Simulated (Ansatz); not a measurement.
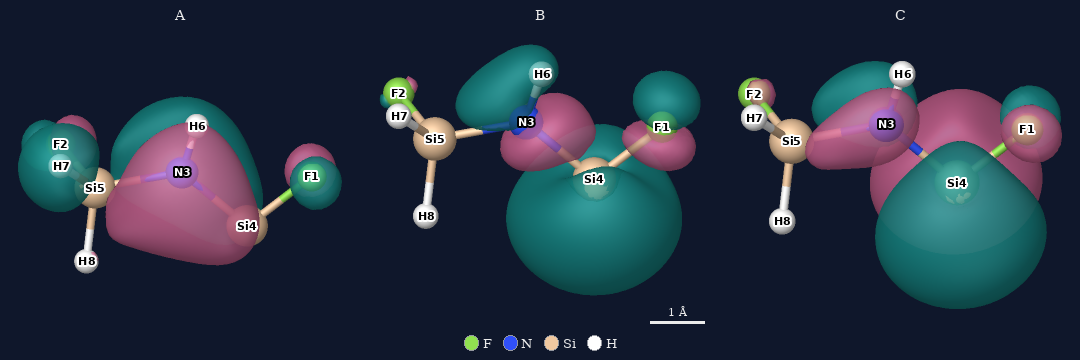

Figure 1: F$_{2}$H$_{3}$NSi$_{2}$ (SMILES F[Si]N[SiH2]F). Three frontier orbitals at ±0.08 Å⁻³ᐟ² (teal and pink are the two phases), in no order.

Geometry: PBE0-D3(BJ)/def2-SVP.

Method: isolated molecule in a Gaussian basis; Kohn-Sham density functional theory, functional PBE0 in Ansatz.

Input

```
basis:
  gaussian:
    orbitals: def2-TZVPD
crystal:
  periodic: [false, false, false]
  atoms:
    - {symbol: F, position_ang: [-1.680216, -1.495890, 4.285979]}
    - {symbol: F, position_ang: [2.410631, -0.342645, 1.463077]}
    - {symbol: "N", position_ang: [-0.107688, -0.395902, 2.604774]}
    - {symbol: Si, position_ang: [-1.183935, -1.755697, 2.740620]}
    - {symbol: Si, position_ang: [0.849609, 0.034689, 1.222901]}
    - {symbol: H, position_ang: [-0.020800, 0.193819, 3.435064]}
    - {symbol: H, position_ang: [0.801317, 1.500195, 0.990555]}
    - {symbol: H, position_ang: [0.350982, -0.762717, 0.074669]}
hamiltonian:
  xc: pbe0
output:
  forces: true
  orbitals: {seedname: orbitals}
```

Launched as:

```sh
ansatz run input.yaml --threads 1 --pin off --max-ram 2610MiB --events-out events.jsonl --progress --plain --runs-dir runs
```

**Order the three orbitals by energy and name them.**

A is the HOMO−1 (−9.15 eV). Its weight (Hirshfeld) is mainly on N3 (about 60 %) and Si4 (about 15 %). B is the HOMO (−7.66 eV). Its weight (Hirshfeld) is mainly on Si4 (about 75 %), N3 (about 10 %) and F1 (about 10 %). C is the LUMO (−1.79 eV). By Hirshfeld shares it lies mainly on Si4 (about 80 %) and N3 (about 10 %).

**What is the HOMO–LUMO gap?**

5.87 eV between the orbital energies.
